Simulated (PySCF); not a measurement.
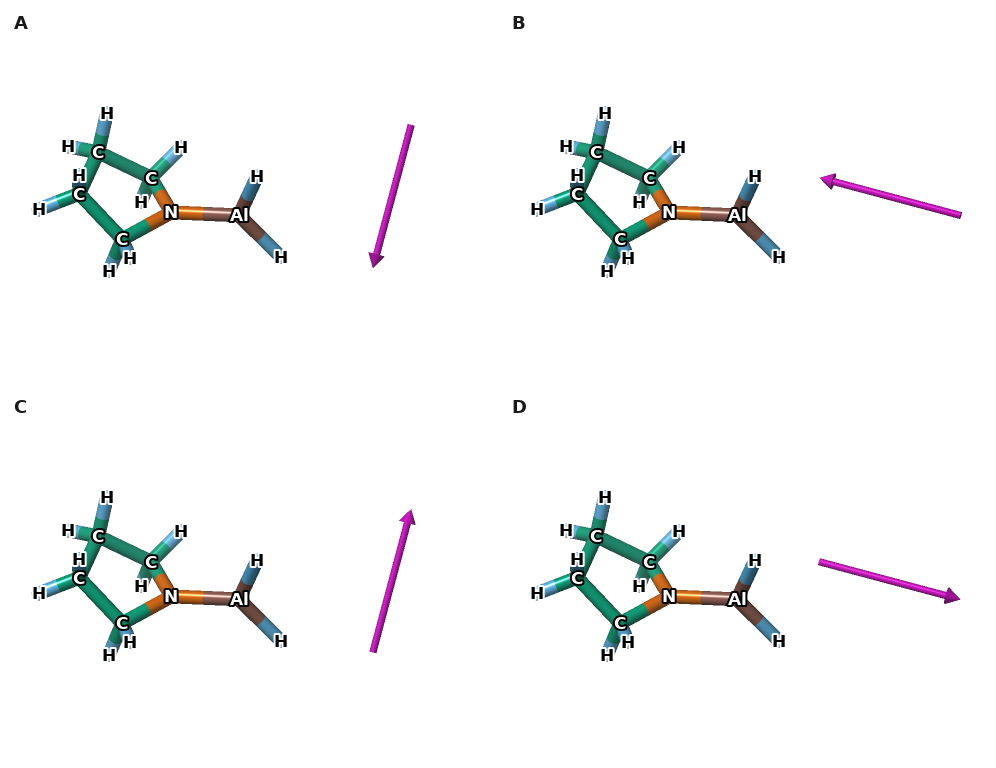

The same molecule four times, each with an arrow. The computed structure is the end point of a GFN2-xTB optimisation. No frequency run is at hand to confirm it as a minimum. Level of theory: PBE0/pcSseg-1, gas phase (PySCF 2.14.0).

Question: Which arrow points along the dipole moment, from the negative to the positive end?

Answer: B. The dipole moment is 0.89 D.

The geometry is semi-empirical. Around Al such bond lengths and angles can be off by a tenth of an ångström or more and by several degrees, and values that hang on the shape move with them.
